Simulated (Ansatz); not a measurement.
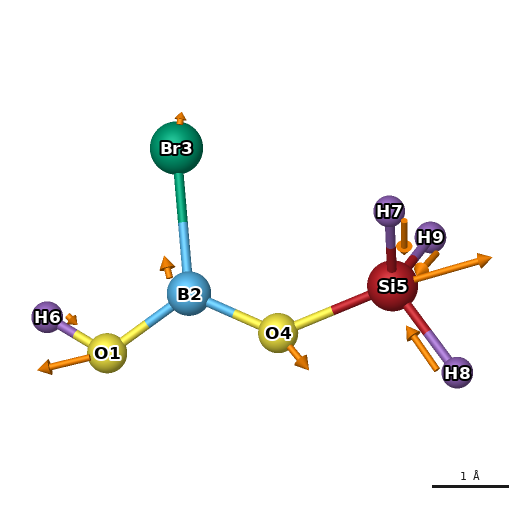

Arrows show the forces on the atoms, 4 Å of arrow for 1 eV/Å; forces under a tenth of the largest aren't drawn. Level of theory: ωB97M-V/def2-TZVPP (Ansatz 0.2.0).

> On which atom is the force largest, and how large is it?

On Si5: 0.27 eV/Å.

> Which bond do the forces act along most?

Si5–H8, now 1.480 Å: the forces pull its atoms together, so a first step downhill shortens it.

List the force components in the frame of the picture (x right, y up, z towards the viewer), in eV/Å.

```csv
atom,Fx,Fy,Fz
O1,−0.18,−0.04,−0.03
B2,−0.02,0.08,−0.02
Br3,0.01,0.04,0.00
O4,0.07,−0.08,0.03
Si5,0.26,0.07,0.05
H6,0.03,−0.03,0.01
H7,0.00,−0.11,−0.13
H8,−0.10,0.15,−0.05
H9,−0.07,−0.07,0.15
```
